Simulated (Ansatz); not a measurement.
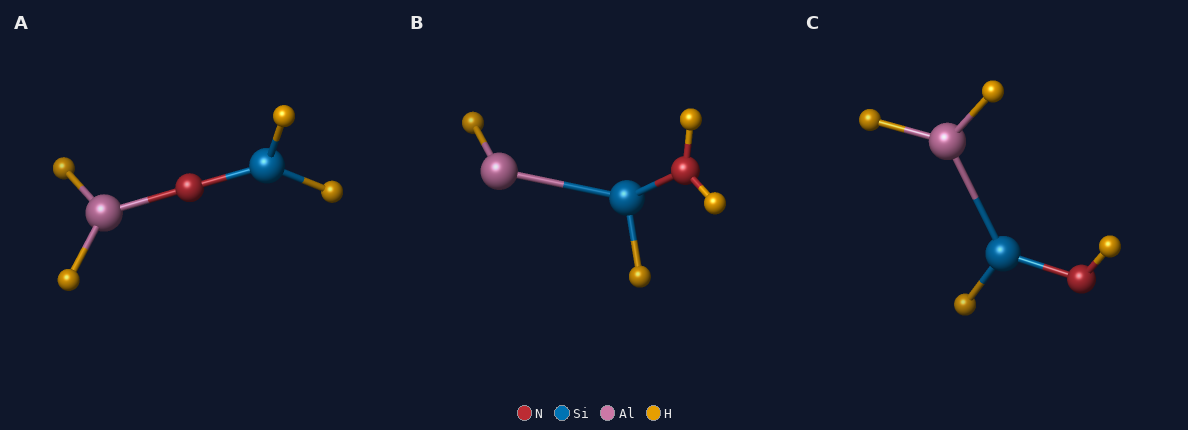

3 stationary structures of one formula. Geometries: PBE0-D4/def2-TZVP. Electronic energies: ωB97M-V/def2-TZVPP (Ansatz 0.2.0), without zero-point energy. No frequency run is at hand to confirm each as a minimum. Each is one conformer, not always the lowest.

Question: Which structure is the most stable?

Answer: A is lowest; B lies 98.0 kJ/mol above it (C1), C lies 124.2 kJ/mol above it (Cs).
